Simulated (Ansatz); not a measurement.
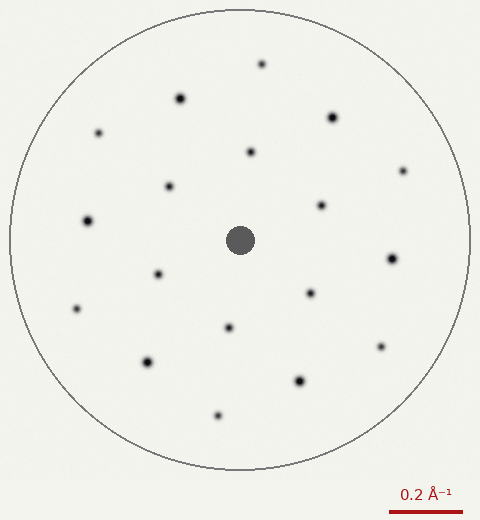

Simulated LEED pattern at 90 eV and normal incidence, from the upper face of a slab model. Spot positions follow from the surface net; brightness is a rough single-scattering estimate from the outer layers, good only for telling present from absent.

Question: What surface net do the spots show?

Answer: The spots form a hexagonal reciprocal net with shortest vectors 0.243 and 0.243 Å⁻¹ at 60.0°. The primitive real-space mesh has edges 4.75 and 4.75 Å at 60.0° (or its supplement) and area 19.6 Å².

The slab has composition AlCd (4 atoms a cell, 3.0 Å thick). Structure: coordinates from a relaxation with DFT PBE, scalar-relativistic, plane waves, PAW in Ansatz 0.2.0; the starting structure was generated, so it need not be a known form of this composition.

```xyz
4
Lattice="4.7531 0.0000 0.0000 -2.3765 4.1163 0.0000 0.0000 0.0000 29.5697" Properties=species:S:1:pos:R:3 pbc="T T T"
Al    0.0000    0.0000    6.5088
Al    0.0000    0.0000    9.4912
Cd    0.0000    2.7442    8.0000
Cd    2.3765    1.3721    8.0000
```

Question: Which atoms form the outermost layer?

Answer: The highest atoms of the upper face (within 0.6 Å of the top) are Al; the spot positions alone do not show this.
